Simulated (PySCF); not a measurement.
Input file:

```
mol = gto.M(atom='''
Hg     0.00000     0.00000     0.10474
B      2.16504     0.04785     0.85415
H      3.24872    -0.06546     0.30920
H      1.87473    -0.94276     1.50542
H      1.73889    -0.00936    -0.41486
H      1.98178     1.14125     1.35580
B     -2.16504    -0.04785     0.85415
H     -3.24872     0.06546     0.30920
H     -1.87473     0.94277     1.50542
H     -1.73889     0.00936    -0.41486
H     -1.98178    -1.14125     1.35580''',
    basis={'Hg': 'def2-SVP', 'B': 'def2-SVP', 'H': 'def2-SVP'},
    ecp={'Hg': 'def2-SVP'},
    charge=0, spin=0)
mf = dft.RKS(mol, xc='PBE0')
mf.grids.atom_grid = (75, 302)  # f atoms: at least (60, 302), unpruned
mf = mf.density_fit()  # Hg def2-universal-JKFIT, B def2-universal-JKFIT, H def2-universal-JKFIT
mf.conv_tol = 1e-09; mf.max_cycle = 55
mf.kernel(dm0)
```

Launched as:

```sh
OMP_NUM_THREADS=2 python run.py
```

Core potentials replace the inner electrons of Hg.

Method: RKS PBE0, Hg def2-SVP with ECP60, B def2-SVP, H def2-SVP; non-relativistic Hamiltonian with scalar-relativistic core potentials where named; density fitting in PySCF 2.14.0.

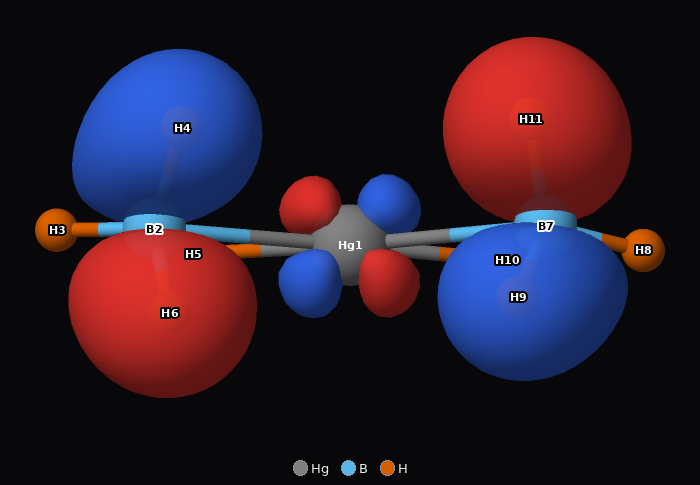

B₂H₈Hg (Hg(BH4)2). The HOMO−1 at ±0.1 Å⁻³ᐟ² (blue and red are the two phases), seen from one side.

> What is the character of this orbital?

Its weight (Hirshfeld) is mainly on B2 (about 20 %), B7 (about 20 %), H6 (about 15 %), H11 (about 15 %), H9 (about 10 %) and H4 (about 10 %). Its energy is −9.28 eV.
